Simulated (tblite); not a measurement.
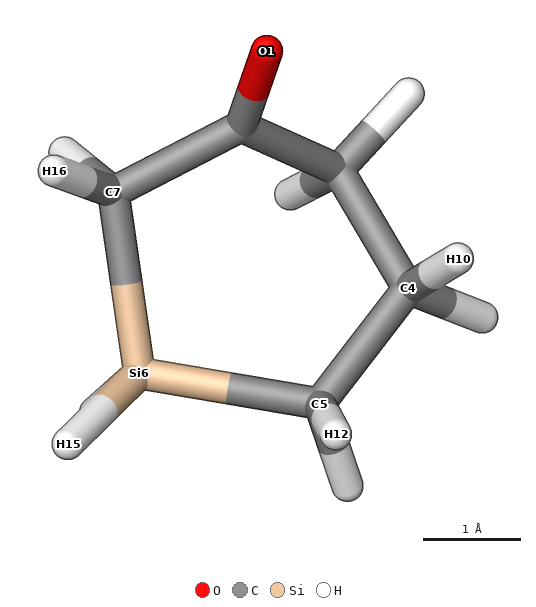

*The structure as given in the input (stick view, seen on its broad side; atoms are numbered from 1 in the order of the input).*

C₅H₁₀OSi: saddle-point search

System: C₅H₁₀OSi, SMILES O=C1CCC[SiH2]C1.
Method: GFN2-xTB saddle search (eigenvector following) and harmonic vibrations, gas phase (tblite 0.8.0).

### What the program printed
```
step      E/eV     max force
  0    -587.39468   0.0396
  1    -587.39588   0.0336
  2    -587.39598   0.0166
  3    -587.39599   0.0017
lowest wavenumbers (cm-1): -101.6 74.4 155.2 283.7 380.6 418.8
```

### Trajectory as extended XYZ (Å, eV, eV/Å), 4 frames, from step=0 to step=3
```
17
Properties=species:S:1:pos:R:3:forces:R:3 step=0 energy=-587.39468
O    -0.9847    2.1268    1.0894    0.0140  -0.0060  -0.0060
C    -0.8534    1.2516    0.2688   -0.0090   0.0050   0.0080
C     0.2783    1.2307   -0.7322   -0.0020  -0.0020  -0.0040
C     1.4638    0.4968   -0.0865   -0.0080  -0.0070   0.0000
C     1.1667   -0.9596    0.3133    0.0100  -0.0030  -0.0020
Si   -0.6401   -1.5284    0.0959    0.0000  -0.0050   0.0190
C    -1.7279    0.0406    0.1997    0.0060   0.0010   0.0140
H    -0.0250    0.7202   -1.6473    0.0010   0.0010   0.0070
H     0.5829    2.2522   -0.9655   -0.0010   0.0020  -0.0080
H     1.7599    1.0652    0.7973    0.0000   0.0010   0.0070
H     2.3027    0.5251   -0.7853   -0.0080   0.0090   0.0010
H     1.4321   -1.0975    1.3622    0.0270   0.0090   0.0070
H     1.8224   -1.6301   -0.2423   -0.0030  -0.0030  -0.0150
H    -0.8317   -2.1905   -1.2026   -0.0080   0.0270  -0.0020
H    -1.0040   -2.4462    1.1782   -0.0140  -0.0300  -0.0030
H    -2.4019    0.0216    1.0549   -0.0240   0.0300  -0.0040
H    -2.3400    0.1215   -0.6979    0.0180  -0.0290  -0.0200
17
Properties=species:S:1:pos:R:3:forces:R:3 step=1 energy=-587.39588
O    -0.9582    2.1076    1.1210    0.0030  -0.0210  -0.0210
C    -0.8479    1.2445    0.2844   -0.0010   0.0150   0.0140
C     0.2700    1.2267   -0.7325    0.0020   0.0010   0.0050
C     1.4657    0.4931   -0.1050    0.0180  -0.0050   0.0080
C     1.1639   -0.9504    0.3413    0.0220  -0.0020   0.0080
Si   -0.6372   -1.5271    0.0947   -0.0020  -0.0220   0.0000
C    -1.7294    0.0401    0.2077   -0.0050   0.0020  -0.0010
H    -0.0460    0.7160   -1.6429    0.0010   0.0020   0.0030
H     0.5709    2.2480   -0.9718   -0.0010  -0.0010   0.0000
H     1.7973    1.0788    0.7559   -0.0090  -0.0190  -0.0240
H     2.2817    0.4953   -0.8320   -0.0210  -0.0030   0.0220
H     1.4061   -1.0481    1.4016   -0.0050   0.0040  -0.0330
H     1.8340   -1.6394   -0.1756   -0.0160   0.0230   0.0140
H    -0.8110   -2.1382   -1.2328    0.0030   0.0080   0.0200
H    -1.0178   -2.4888    1.1341    0.0060   0.0160  -0.0170
H    -2.4160    0.0265    1.0530    0.0020   0.0000  -0.0030
H    -2.3259    0.1154   -0.7013    0.0020   0.0000   0.0050
17
Properties=species:S:1:pos:R:3:forces:R:3 step=2 energy=-587.39598
O    -0.9562    2.1044    1.1248    0.0000   0.0000   0.0010
C    -0.8469    1.2431    0.2868    0.0000  -0.0010  -0.0010
C     0.2692    1.2271   -0.7318    0.0010  -0.0010   0.0010
C     1.4663    0.4912   -0.1097    0.0070  -0.0020   0.0030
C     1.1620   -0.9481    0.3467    0.0100  -0.0040   0.0040
Si   -0.6365   -1.5276    0.0904    0.0030  -0.0010   0.0020
C    -1.7290    0.0391    0.2088    0.0030  -0.0010   0.0010
H    -0.0493    0.7188   -1.6426    0.0000   0.0000   0.0010
H     0.5701    2.2488   -0.9696    0.0000   0.0000   0.0000
H     1.8073    1.0793    0.7451   -0.0020  -0.0060  -0.0090
H     2.2759    0.4856   -0.8428   -0.0090  -0.0010   0.0080
H     1.3940   -1.0359    1.4097   -0.0030   0.0030  -0.0160
H     1.8377   -1.6402   -0.1574   -0.0080   0.0110   0.0080
H    -0.8049   -2.1328   -1.2392    0.0000   0.0010   0.0010
H    -1.0186   -2.4934    1.1236    0.0000   0.0010  -0.0010
H    -2.4136    0.0237    1.0555   -0.0010   0.0000   0.0020
H    -2.3276    0.1169   -0.6982   -0.0010   0.0000  -0.0030
17
Properties=species:S:1:pos:R:3:forces:R:3 step=3 energy=-587.39599
O    -0.9574    2.1050    1.1236    0.0000  -0.0010  -0.0010
C    -0.8475    1.2435    0.2857   -0.0010   0.0010   0.0010
C     0.2698    1.2274   -0.7316    0.0000   0.0000   0.0000
C     1.4659    0.4919   -0.1073    0.0000   0.0000   0.0000
C     1.1629   -0.9492    0.3433    0.0000   0.0000  -0.0010
Si   -0.6368   -1.5275    0.0934    0.0000   0.0010   0.0000
C    -1.7294    0.0396    0.2074    0.0000   0.0010   0.0000
H    -0.0474    0.7187   -1.6427    0.0000   0.0000   0.0000
H     0.5708    2.2491   -0.9692    0.0000   0.0000   0.0000
H     1.8024    1.0779    0.7502    0.0000   0.0000  -0.0010
H     2.2782    0.4899   -0.8371   -0.0010   0.0000   0.0010
H     1.4010   -1.0423    1.4040    0.0000   0.0000   0.0000
H     1.8350   -1.6388   -0.1679    0.0010  -0.0010  -0.0010
H    -0.8080   -2.1371   -1.2336    0.0000   0.0000  -0.0010
H    -1.0177   -2.4892    1.1307    0.0000  -0.0010   0.0010
H    -2.4160    0.0251    1.0526    0.0000   0.0000   0.0000
H    -2.3258    0.1160   -0.7014    0.0000   0.0000   0.0000
```

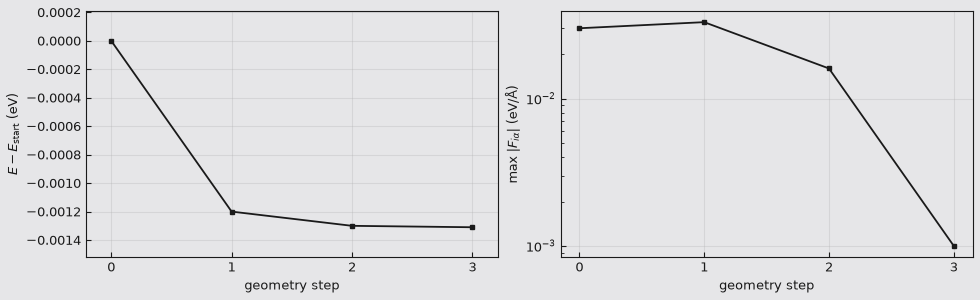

*Progress of the saddle-point search, step by step (steps are counted from 0).*

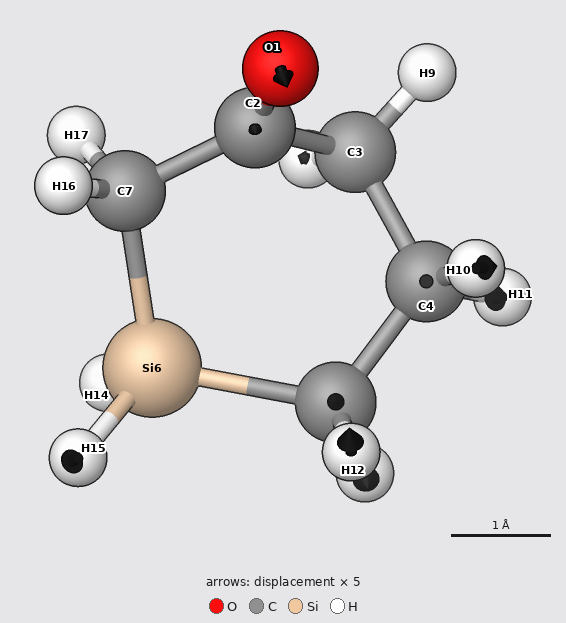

*The starting structure with the displacements as black arrows, magnified 5 times (ball-and-stick view, seen at a tilt). The two geometries are laid on each other by the best rigid fit.*

The largest moves after the best rigid fit, 0.076 Å, are those of H12 and H13. Largest moves by element: H 0.076 Å, O 0.049 Å, C 0.032 Å, Si 0.004 Å. After 3 geometry steps the energy has fallen by 0.001 eV. Largest force component: 0.03 eV/Å at the start, 0.001 eV/Å at the end. (Atoms are counted from 1 in the order of the input.)

The run was set up as follows.

### Input
```
{"job": {"xc": "GFN2-xTB", "basis": "xTB", "kind": "saddle"}, "charge": 0, "multiplicity": 1}
O     -0.984653     2.126811     1.089390
C     -0.853438     1.251631     0.268795
C      0.278262     1.230687    -0.732222
C      1.463760     0.496848    -0.086519
C      1.166713    -0.959642     0.313348
Si    -0.640104    -1.528444     0.095906
C     -1.727898     0.040634     0.199669
H     -0.024953     0.720229    -1.647344
H      0.582932     2.252221    -0.965520
H      1.759866     1.065157     0.797300
H      2.302698     0.525066    -0.785259
H      1.432093    -1.097523     1.362197
H      1.822373    -1.630148    -0.242330
H     -0.831705    -2.190469    -1.202574
H     -1.003989    -2.446171     1.178194
H     -2.401910     0.021581     1.054909
H     -2.340047     0.121530    -0.697938
```

The first line tells a small driver script what to run in tblite; the rest is the geometry in Å.

Run as:
```bash
OMP_NUM_THREADS=1 python <driver script> task.json out
```

### Key numbers

```csv
quantity,value
outcome,converged
total energy,−587.3960 eV
point group,C1
hardware,"1 CPU thread, shared host"
wall time,2.1 s
peak memory,0.2 GiB
```
